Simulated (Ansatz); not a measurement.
# CH₄GeS: one molecule under many settings

Aim: run CH₄GeS under a spread of inputs, and see what each costs and gives.

Method: the settings change from run to run; program: Ansatz 0.2.0, Gaussian basis.

**1. The geometry**

The geometry comes from an earlier relaxation with PBE0-D4 in a triple-zeta def2 set; it is a stationary point, not always the lowest conformer.

SMILES `[CH2]1[S][GeH2]1`, 7 atoms, charge 0, spin multiplicity 1.

Atoms are counted from 1 here; the program's logs count them from 0.

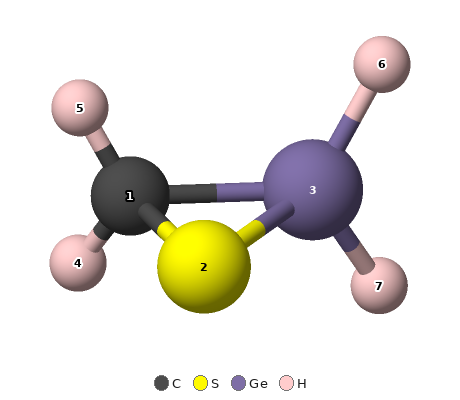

The geometry (carbon dark grey, sulfur yellow, germanium purple, hydrogen pink); atoms are numbered from 1 in the order of the file.

**2. LC-wPBE/6-31G***

This run has relativity set to scalar, high accuracy.

File in.yaml:

```yaml
crystal:
  periodic: [false, false, false]
  atoms:
    - {symbol: C, position_ang: [-0.765946, -0.226925, -0.570617]}
    - {symbol: S, position_ang: [-0.430690, -1.473871, 0.749398]}
    - {symbol: Ge, position_ang: [0.771938, 0.330457, 0.447896]}
    - {symbol: H, position_ang: [-0.609622, -0.595228, -1.579239]}
    - {symbol: H, position_ang: [-1.694935, 0.318442, -0.440431]}
    - {symbol: H, position_ang: [0.622145, 1.440316, 1.484729]}
    - {symbol: H, position_ang: [2.168310, 0.138708, -0.137436]}
basis:
  gaussian: {orbitals: "6-31G*"}
hamiltonian: {xc: {name: LC-wPBE}, pseudopotentials: {relativity: scalar}}
accuracy: high
output: {forces: true}
```

Started as:

```sh
$ ansatz run in.yaml --threads 2 --pin off --events-out ev --progress --plain --max-ram 4352MiB
```

The program printed, shortened:

```text
Functional definition: LC-wPBE
  name "LC-wPBE"
  cite "Vydrov & Scuseria, J. Chem. Phys. 125, 234109 (2006) doi:10.1063/1.2409292"
  cite "Heyd & Scuseria, J. Chem. Phys. 120, 7274 (2004) doi:10.1063/1.1668634"
  cite "Ernzerhof & Perdew, J. Chem. Phys. 109, 3313 (1998) doi:10.1063/1.476928"
  cite "Perdew, Burke & Ernzerhof, Phys. Rev. Lett. 77, 3865 (1996) doi:10.1103/PhysRevLett.77.3865"
  parent pbe
[...]
1615 factors; integrals over basis functions are off by at most 4.4e-9 eV
454 factors; integrals over basis functions are off by at most 1.7e-9 eV
[...]
mean field -68935.29035204 eV, -2533.3251944195 hartree, gradient 2.5e-8 eV, S^2 0.000000; 0 other end points of the search recorded, 0 dependent functions left out
[...]
reference -68935.29035204 eV, -2533.3251944195 hartree; 29, 29 occupied and 48, 48 virtual orbitals, 1615 factors
Total energy: -68935.29035204 eV, -2533.3251944195 hartree
Relativity: scalar
Atom 0 at    -0.765946    -0.226925    -0.570617 Å, force     0.324998     0.016931     0.296071 eV/Å
Atom 1 at    -0.430690    -1.473871     0.749398 Å, force     0.140880     0.248560    -0.065263 eV/Å
Atom 2 at     0.771938     0.330457     0.447896 Å, force    -0.228265    -0.114646    -0.125377 eV/Å
Atom 3 at    -0.609622    -0.595228    -1.579239 Å, force     0.011981     0.000161    -0.052464 eV/Å
Atom 4 at    -1.694935     0.318442    -0.440431 Å, force    -0.035741     0.040407    -0.002616 eV/Å
Atom 5 at     0.622145     1.440316     1.484729 Å, force     0.002832    -0.188102    -0.140287 eV/Å
Atom 6 at     2.168310     0.138708    -0.137436 Å, force    -0.216685    -0.003311     0.089934 eV/Å
Dipole moment:     0.182385     0.453834    -0.190313 e Å
```

Wall time 4.7 s (2 threads of AMD EPYC 7B13, shared host).

Largest force 0.440 eV/Å, dipole 2.52 D.

**3. B3LYP/cc-pVTZ-DK**

This run has atoms shaken by 0.15 Å, D3(BJ) with three-body dispersion, the search for lower states set to light.

File in.yaml:

```yaml
crystal:
  periodic: [false, false, false]
  atoms:
    - {symbol: C, position_ang: [-0.861728, -0.560467, -0.762307]}
    - {symbol: S, position_ang: [-0.472262, -1.301212, 0.638152]}
    - {symbol: Ge, position_ang: [0.726148, 0.466143, 0.606008]}
    - {symbol: H, position_ang: [-0.775511, -0.771854, -1.435340]}
    - {symbol: H, position_ang: [-1.685530, 0.287758, -0.727628]}
    - {symbol: H, position_ang: [0.632600, 1.362682, 1.455205]}
    - {symbol: H, position_ang: [2.240834, -0.045169, -0.197643]}
basis:
  gaussian: {orbitals: cc-pVTZ-DK}
hamiltonian: {xc: {name: B3LYP}, dispersion: d3bjatm}
scf: {lower_state_search: light}
```

Launched as before.

The program printed, shortened:

```text
Functional definition: B3LYP
  name "B3LYP"
  cite "Stephens, Devlin, Chabalowski & Frisch, J. Phys. Chem. 98, 11623 (1994) doi:10.1021/j100096a001"
  cite "Becke, Phys. Rev. A 38, 3098 (1988) doi:10.1103/PhysRevA.38.3098"
  cite "Lee, Yang & Parr, Phys. Rev. B 37, 785 (1988) doi:10.1103/PhysRevB.37.785"
  cite "Vosko, Wilk & Nusair, Can. J. Phys. 58, 1200 (1980) doi:10.1139/p80-159"
[...]
1109 factors; their error is unknown
[...]
mean field -69073.09460670 eV, -2538.3894073710 hartree, gradient 2.1e-5 eV, S^2 0.000000; 0 other end points of the search recorded, 0 dependent functions left out
reference -69073.09484492 eV, -2538.3894161256 hartree; 29, 29 occupied and 134, 134 virtual orbitals, 1109 factors
Total energy: -69073.38738840 eV, -2538.4001669002 hartree
Relativity: scalar
```

Run time: 2.6 s. Hardware: 2 threads of AMD EPYC 7B13, shared host; peak memory 0.39 GiB.

**4. wPBEh/cc-pVTZ-DK**

File in.yaml:

```yaml
crystal:
  periodic: [false, false, false]
  atoms:
    - {symbol: C, position_ang: [-0.765946, -0.226925, -0.570617]}
    - {symbol: S, position_ang: [-0.430690, -1.473871, 0.749398]}
    - {symbol: Ge, position_ang: [0.771938, 0.330457, 0.447896]}
    - {symbol: H, position_ang: [-0.609622, -0.595228, -1.579239]}
    - {symbol: H, position_ang: [-1.694935, 0.318442, -0.440431]}
    - {symbol: H, position_ang: [0.622145, 1.440316, 1.484729]}
    - {symbol: H, position_ang: [2.168310, 0.138708, -0.137436]}
basis:
  gaussian: {orbitals: cc-pVTZ-DK}
hamiltonian: {xc: {name: wPBEh}}
output: {forces: true}
```

Same command.

The program printed, shortened:

```text
Functional definition: wPBEh
  name "wPBEh"
  cite "Heyd, Scuseria & Ernzerhof, J. Chem. Phys. 118, 8207 (2003) doi:10.1063/1.1564060"
  cite "Krukau, Vydrov, Izmaylov & Scuseria, J. Chem. Phys. 125, 224106 (2006) doi:10.1063/1.2404663"
  cite "Heyd & Scuseria, J. Chem. Phys. 120, 7274 (2004) doi:10.1063/1.1668634"
  cite "Ernzerhof & Perdew, J. Chem. Phys. 109, 3313 (1998) doi:10.1063/1.476928"
  cite "Perdew, Burke & Ernzerhof, Phys. Rev. Lett. 77, 3865 (1996) doi:10.1103/PhysRevLett.77.3865"
  parent pbe
[...]
1118 factors; their error is unknown
88 factors; integrals over basis functions are off by at most 4.9e-7 eV
[...]
mean field -69068.25525910 eV, -2538.2115646271 hartree, gradient 7.9e-6 eV, S^2 0.000000; 0 other end points of the search recorded, 0 dependent functions left out
[...]
reference -69068.25529500 eV, -2538.2115659465 hartree; 29, 29 occupied and 134, 134 virtual orbitals, 1118 factors
Total energy: -69068.25529500 eV, -2538.2115659465 hartree
Relativity: scalar
Atom 0 at    -0.765946    -0.226925    -0.570617 Å, force     0.002351     0.085649    -0.066560 eV/Å
Atom 1 at    -0.430690    -1.473871     0.749398 Å, force    -0.009181    -0.120551     0.087879 eV/Å
Atom 2 at     0.771938     0.330457     0.447896 Å, force     0.074869     0.136965    -0.038361 eV/Å
Atom 3 at    -0.609622    -0.595228    -1.579239 Å, force     0.007618     0.021235     0.046411 eV/Å
Atom 4 at    -1.694935     0.318442    -0.440431 Å, force     0.049485    -0.013946     0.002266 eV/Å
Atom 5 at     0.622145     1.440316     1.484729 Å, force     0.009171    -0.115067    -0.091044 eV/Å
Atom 6 at     2.168310     0.138708    -0.137436 Å, force    -0.134313     0.005715     0.059410 eV/Å
Dipole moment:     0.139531     0.388466    -0.178708 e Å
```

Run time: 3.7 s. Hardware: 2 threads of AMD EPYC 7B13, shared host; peak memory 0.41 GiB.

Largest force 0.161 eV/Å, dipole 2.16 D.

**5. revPBE/cc-pVTZ-DK**

Options: D3(BJ) with three-body dispersion.

in.yaml: that of step 4 with these lines changed.

```diff
@@ -12,3 +12,3 @@
   gaussian: {orbitals: cc-pVTZ-DK}
-hamiltonian: {xc: {name: wPBEh}}
+hamiltonian: {xc: {name: revPBE}, dispersion: d3bjatm}
 output: {forces: true}
```

Launched as before.

The program printed, shortened:

```text
Functional definition: revPBE
  name "revPBE"
  cite "Zhang & Yang, Phys. Rev. Lett. 80, 890 (1998) doi:10.1103/PhysRevLett.80.890"
  cite "Perdew, Burke & Ernzerhof, Phys. Rev. Lett. 77, 3865 (1996) doi:10.1103/PhysRevLett.77.3865"
[...]
1048 factors; their error is unknown
[...]
mean field -69074.26428354 eV, -2538.4323922020 hartree, gradient 5.6e-5 eV, S^2 0.000000; 0 other end points of the search recorded, 0 dependent functions left out
[...]
reference -69074.26432846 eV, -2538.4323938531 hartree; 29, 29 occupied and 134, 134 virtual orbitals, 1048 factors
Total energy: -69074.62406239 eV, -2538.4456138312 hartree
Relativity: scalar
Atom 0 at    -0.765946    -0.226925    -0.570617 Å, force    -0.151749     0.156365    -0.270176 eV/Å
Atom 1 at    -0.430690    -1.473871     0.749398 Å, force    -0.131707    -0.655366     0.400211 eV/Å
Atom 2 at     0.771938     0.330457     0.447896 Å, force     0.373577     0.401592     0.033991 eV/Å
Atom 3 at    -0.609622    -0.595228    -1.579239 Å, force     0.044013    -0.061464    -0.223311 eV/Å
Atom 4 at    -1.694935     0.318442    -0.440431 Å, force    -0.191039     0.136474     0.023113 eV/Å
Atom 5 at     0.622145     1.440316     1.484729 Å, force    -0.015570     0.048262     0.064310 eV/Å
Atom 6 at     2.168310     0.138708    -0.137436 Å, force     0.072475    -0.025862    -0.028139 eV/Å
Dipole moment:     0.120781     0.362269    -0.175560 e Å
```

Run time: 2.3 s. Hardware: 2 threads of AMD EPYC 7B13, shared host.

Largest force 0.779 eV/Å, dipole 2.02 D.

**6. r2SCAN50/cc-pVDZ**

Options: density fitting with def2-universal-jkfit, D4 dispersion, the search for lower states set to off.

in.yaml: that of step 5 with these lines changed.

```diff
@@ -11,4 +11,4 @@
 basis:
-  gaussian: {orbitals: cc-pVTZ-DK}
-hamiltonian: {xc: {name: revPBE}, dispersion: d3bjatm}
-output: {forces: true}
+  gaussian: {orbitals: cc-pVDZ, fitting: {mean_field: def2-universal-jkfit}}
+hamiltonian: {xc: {name: r2SCAN50}, dispersion: d4}
+scf: {lower_state_search: off}
```

Launched as before.

The program printed, shortened:

```text
Functional definition: r2SCAN50
  name "r2SCAN50"
  cite "Bursch, Neugebauer, Ehlert & Grimme, J. Chem. Phys. 156, 134105 (2022) doi:10.1063/5.0086040"
  cite "Furness, Kaplan, Ning, Perdew & Sun, J. Phys. Chem. Lett. 11, 8208 (2020) doi:10.1021/acs.jpclett.0c02405"
  cite "Furness, Kaplan, Ning, Perdew & Sun, J. Phys. Chem. Lett. 11, 9248 (2020) doi:10.1021/acs.jpclett.0c03077"
  parent r2scan
[...]
541 factors; integrals over basis functions are off by at most 3.5e-1 eV
[...]
mean field -68451.52687835 eV, -2515.5472146680 hartree, gradient 3.2e-6 eV, S^2 0.000000; 0 other end points of the search recorded, 0 dependent functions left out
reference -68451.52688360 eV, -2515.5472148608 hartree; 29, 29 occupied and 50, 50 virtual orbitals, 541 factors
Total energy: -68451.57031036 eV, -2515.5488107651 hartree
Checks for a lower state left out: stability, starts, cluster_reference, orbital_swaps, neighbouring_geometries, increment
```

It took 1.2 s on 2 threads of AMD EPYC 7B13, shared host.

**7. revPBE0/cc-pVTZ-DK**

Set apart from the defaults: multiplicity 3, D3(BJ) dispersion, high accuracy.

in.yaml: that of step 6 with these lines changed.

```diff
@@ -11,4 +11,6 @@
 basis:
-  gaussian: {orbitals: cc-pVDZ, fitting: {mean_field: def2-universal-jkfit}}
-hamiltonian: {xc: {name: r2SCAN50}, dispersion: d4}
-scf: {lower_state_search: off}
+  gaussian: {orbitals: cc-pVTZ-DK}
+magnetization: {spin_polarized: true, initial_magnetization: 2}
+hamiltonian: {xc: {name: revPBE0}, dispersion: d3bj}
+accuracy: high
+output: {forces: true}
```

Same command.

The program printed, shortened:

```text
Functional definition: revPBE0
  name "revPBE0"
  cite "Zhang & Yang, Phys. Rev. Lett. 80, 890 (1998) doi:10.1103/PhysRevLett.80.890"
  cite "Adamo & Barone, J. Chem. Phys. 110, 6158 (1999) doi:10.1063/1.478522"
  cite "Perdew, Burke & Ernzerhof, Phys. Rev. Lett. 77, 3865 (1996) doi:10.1103/PhysRevLett.77.3865"
[...]
2753 factors; integrals over basis functions are off by at most 4.4e-9 eV
[...]
mean field -69069.53592887 eV, -2538.2586283729 hartree, gradient 7.7e-8 eV, S^2 2.008873; 4 other end points of the search recorded, 0 dependent functions left out
[...]
reference -69069.53593230 eV, -2538.2586284990 hartree; 30, 28 occupied and 133, 135 virtual orbitals, 2753 factors
Total energy: -69069.85930702 eV, -2538.2705123007 hartree
Relativity: scalar
Atom 0 at    -0.765946    -0.226925    -0.570617 Å, force     0.676695     0.097881     0.566159 eV/Å
Atom 1 at    -0.430690    -1.473871     0.749398 Å, force    -3.543180    -3.928431    -0.225124 eV/Å
Atom 2 at     0.771938     0.330457     0.447896 Å, force     3.387781     3.528479     0.398094 eV/Å
Atom 3 at    -0.609622    -0.595228    -1.579239 Å, force    -0.104904    -0.259899     0.058717 eV/Å
Atom 4 at    -1.694935     0.318442    -0.440431 Å, force    -0.142182    -0.228338     0.097746 eV/Å
Atom 5 at     0.622145     1.440316     1.484729 Å, force    -0.176378     0.428233    -0.406569 eV/Å
Atom 6 at     2.168310     0.138708    -0.137436 Å, force    -0.097831     0.362074    -0.489022 eV/Å
Dipole moment:    -0.317036    -0.174004    -0.162552 e Å
```

Run time: 32 s. Hardware: 2 threads of AMD EPYC 7B13, shared host; peak memory 0.99 GiB.

Largest force 5.295 eV/Å, dipole 1.90 D, ⟨S²⟩ 2.009.

**8. wB97X-V/ANO-RCC-VTZP**

This run has charge -1, multiplicity 2, the search for lower states set to off.

in.yaml: that of step 7 with these lines changed.

```diff
@@ -11,6 +11,6 @@
 basis:
-  gaussian: {orbitals: cc-pVTZ-DK}
-magnetization: {spin_polarized: true, initial_magnetization: 2}
-hamiltonian: {xc: {name: revPBE0}, dispersion: d3bj}
-accuracy: high
-output: {forces: true}
+  gaussian: {orbitals: ANO-RCC-VTZP}
+total_charge: -1
+magnetization: {spin_polarized: true, initial_magnetization: 1}
+hamiltonian: {xc: {name: wB97X-V}}
+scf: {lower_state_search: off}
```

Same command.

The program printed, shortened:

```text
Functional definition: wB97X-V
  name "wB97X-V"
  cite "Mardirossian & Head-Gordon, Phys. Chem. Chem. Phys. 16, 9904 (2014) doi:10.1039/C3CP54374A"
  cite "Becke, J. Chem. Phys. 107, 8554 (1997) doi:10.1063/1.475007"
  cite "Vydrov & Van Voorhis, J. Chem. Phys. 133, 244103 (2010) doi:10.1063/1.3521275"
[...]
      + integral(e_c_pw_opposite_spin*poly(b97_u_opposite, cos0, cos1)) + vv10(b, c)
[...]
1269 factors; their error is unknown
301 factors; integrals over basis functions are off by at most 1.8e-5 eV
[...]
mean field -69072.47597785 eV, -2538.3666731802 hartree, gradient 1.5e-6 eV, S^2 0.751839; 0 other end points of the search recorded, 0 dependent functions left out
reference -69072.47597949 eV, -2538.3666732406 hartree; 30, 29 occupied and 133, 134 virtual orbitals, 1269 factors
Total energy: -69072.47597949 eV, -2538.3666732406 hartree
Relativity: scalar
Checks for a lower state left out: stability, starts, cluster_reference, orbital_swaps, neighbouring_geometries, increment
```

Run time: 15 s. Hardware: 2 threads of AMD EPYC 7B13, shared host; peak memory 0.72 GiB.

⟨S²⟩ 0.752.

**9. r2SCAN/aug-pcseg-2**

This run has multiplicity 3, D3(BJ) dispersion.

in.yaml: that of step 8 with these lines changed.

```diff
@@ -11,6 +11,5 @@
 basis:
-  gaussian: {orbitals: ANO-RCC-VTZP}
-total_charge: -1
-magnetization: {spin_polarized: true, initial_magnetization: 1}
-hamiltonian: {xc: {name: wB97X-V}}
-scf: {lower_state_search: off}
+  gaussian: {orbitals: aug-pcseg-2}
+magnetization: {spin_polarized: true, initial_magnetization: 2}
+hamiltonian: {xc: {name: r2SCAN}, dispersion: d3bj}
+output: {forces: true}
```

Launched as before.

The program printed, shortened:

```text
Warning: the engine holds no damping parameters fitted to this dispersion correction and functional, so the run takes those fitted to r2scan beside the three-body term, which d3bj leaves out (hamiltonian.dispersion, under Limitations)
Functional definition: r2SCAN
  name "r2SCAN"
  cite "Furness, Kaplan, Ning, Perdew & Sun, J. Phys. Chem. Lett. 11, 8208 (2020) doi:10.1021/acs.jpclett.0c02405"
  cite "Furness, Kaplan, Ning, Perdew & Sun, J. Phys. Chem. Lett. 11, 9248 (2020) doi:10.1021/acs.jpclett.0c03077"
  parent r2scan
[...]
1207 factors; their error is unknown
[...]
mean field -68451.35331429 eV, -2515.5408363064 hartree, gradient 1.5e-5 eV, S^2 2.011194; 8 other end points of the search recorded, 0 dependent functions left out
[...]
reference -68451.35337765 eV, -2515.5408386350 hartree; 30, 28 occupied and 217, 219 virtual orbitals, 1207 factors
Total energy: -68451.39169897 eV, -2515.5422469173 hartree
Atom 0 at    -0.765946    -0.226925    -0.570617 Å, force     0.618550     0.069960     0.533147 eV/Å
Atom 1 at    -0.430690    -1.473871     0.749398 Å, force    -3.212771    -3.519591    -0.238264 eV/Å
Atom 2 at     0.771938     0.330457     0.447896 Å, force     3.101912     3.312327     0.299064 eV/Å
Atom 3 at    -0.609622    -0.595228    -1.579239 Å, force    -0.122080    -0.254974     0.060589 eV/Å
Atom 4 at    -1.694935     0.318442    -0.440431 Å, force    -0.142775    -0.237357     0.082229 eV/Å
Atom 5 at     0.622145     1.440316     1.484729 Å, force    -0.161032     0.348187    -0.326803 eV/Å
Atom 6 at     2.168310     0.138708    -0.137436 Å, force    -0.081803     0.281449    -0.409961 eV/Å
Dipole moment:    -0.297331    -0.216639    -0.109557 e Å
```

Run time: 53 s. Hardware: 2 threads of AMD EPYC 7B13, shared host; peak memory 0.99 GiB.

Largest force 4.771 eV/Å, dipole 1.84 D, ⟨S²⟩ 2.011.

**10. SPW92/cc-pVDZ**

Set apart from the defaults: atoms shaken by 0.03 Å.

File in.yaml:

```yaml
crystal:
  periodic: [false, false, false]
  atoms:
    - {symbol: C, position_ang: [-0.782986, -0.172379, -0.574022]}
    - {symbol: S, position_ang: [-0.444824, -1.361174, 0.732692]}
    - {symbol: Ge, position_ang: [0.781872, 0.336736, 0.426863]}
    - {symbol: H, position_ang: [-0.627460, -0.610614, -1.624204]}
    - {symbol: H, position_ang: [-1.695424, 0.290001, -0.452424]}
    - {symbol: H, position_ang: [0.641875, 1.427960, 1.493871]}
    - {symbol: H, position_ang: [2.193214, 0.149706, -0.191578]}
basis:
  gaussian: {orbitals: cc-pVDZ}
hamiltonian: {xc: {name: SPW92}}
output: {forces: true}
```

The command is unchanged.

The program printed, shortened:

```text
Functional definition: SPW92
  name "SPW92"
  cite "Dirac, Proc. Camb. Phil. Soc. 26, 376 (1930) doi:10.1017/S0305004100016108"
  cite "Slater, Phys. Rev. 81, 385 (1951) doi:10.1103/PhysRev.81.385"
  cite "Perdew & Wang, Phys. Rev. B 45, 13244 (1992) doi:10.1103/PhysRevB.45.13244"
[...]
1038 factors; their error is unknown
[...]
mean field -68320.27968306 eV, -2510.7239692035 hartree, gradient 3.7e-5 eV, S^2 0.000000; 0 other end points of the search recorded, 0 dependent functions left out
[...]
reference -68320.27971364 eV, -2510.7239703274 hartree; 29, 29 occupied and 50, 50 virtual orbitals, 1038 factors
Total energy: -68320.27971364 eV, -2510.7239703274 hartree
Atom 0 at    -0.782986    -0.172379    -0.574022 Å, force     2.477503    -1.612352    -2.131831 eV/Å
Atom 1 at    -0.444824    -1.361174     0.732692 Å, force    -0.509580    -1.977262     0.995334 eV/Å
Atom 2 at     0.781872     0.336736     0.426863 Å, force     0.958855     1.199139    -0.214965 eV/Å
Atom 3 at    -0.627460    -0.610614    -1.624204 Å, force    -0.107780     0.599877     1.008940 eV/Å
Atom 4 at    -1.695424     0.290001    -0.452424 Å, force    -2.592734     1.688028     0.292412 eV/Å
Atom 5 at     0.641875     1.427960     1.493871 Å, force     0.018883     0.111240     0.001548 eV/Å
Atom 6 at     2.193214     0.149706    -0.191578 Å, force    -0.245147    -0.008671     0.048562 eV/Å
Dipole moment:     0.105805     0.293653    -0.161335 e Å
```

It took 0.65 s on 2 threads of AMD EPYC 7B13, shared host.

Largest force 3.645 eV/Å, dipole 1.69 D.

**11. The runs in one table**

| level | charge | multiplicity | geometry | functions | energy (eV) | time |
| --- | --- | --- | --- | --- | --- | --- |
| LC-wPBE/6-31G* | 0 | 1 | relaxed | 77 | -68935.290 | 4.7 s |
| B3LYP/cc-pVTZ-DK | 0 | 1 | shaken | 163 | -69073.387 | 2.6 s |
| wPBEh/cc-pVTZ-DK | 0 | 1 | relaxed | 163 | -69068.255 | 3.7 s |
| revPBE/cc-pVTZ-DK | 0 | 1 | relaxed | 163 | -69074.624 | 2.3 s |
| r2SCAN50/cc-pVDZ | 0 | 1 | relaxed | 79 | -68451.570 | 1.2 s |
| revPBE0/cc-pVTZ-DK | 0 | 3 | relaxed | 163 | -69069.859 | 32 s |
| wB97X-V/ANO-RCC-VTZP | -1 | 2 | relaxed | 163 | -69072.476 | 15 s |
| r2SCAN/aug-pcseg-2 | 0 | 3 | relaxed | 247 | -68451.392 | 53 s |
| SPW92/cc-pVDZ | 0 | 1 | shaken | 79 | -68320.280 | 0.65 s |

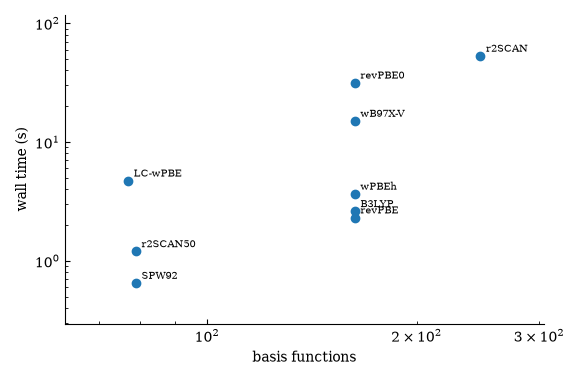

Wall time against the number of basis functions (shared host).

**12. Results**

```
                                         quantity                     value
                                             runs                         9
                                         quickest     SPW92/cc-pVDZ, 0.65 s
                                          slowest  r2SCAN/aug-pcseg-2, 53 s
spread of total energies, same state and geometry                  623.1 eV
                  dipole, same state and geometry            2.02 to 2.52 D
```

What this shows: Run time spans a factor of 82, from SPW92/cc-pVDZ to r2SCAN/aug-pcseg-2. The jobs differ in tasks and options as well as level. The totals spread over 623 eV; they can't be compared across methods or bases. Some of these runs are scalar-relativistic and others not, which shifts the totals of all-electron atoms past neon by eV; core potentials, where a basis has them, take the core out of the total altogether. At the PBE0-D4/def2-TZVP geometry and in the same state, runs without warnings or point charges leave forces up to 0.78 eV/Å (revPBE/cc-pVTZ-DK), against 3.6 eV/Å where the atoms were moved. At that geometry and state the dipole changes by 25 % between the lowest and highest value.
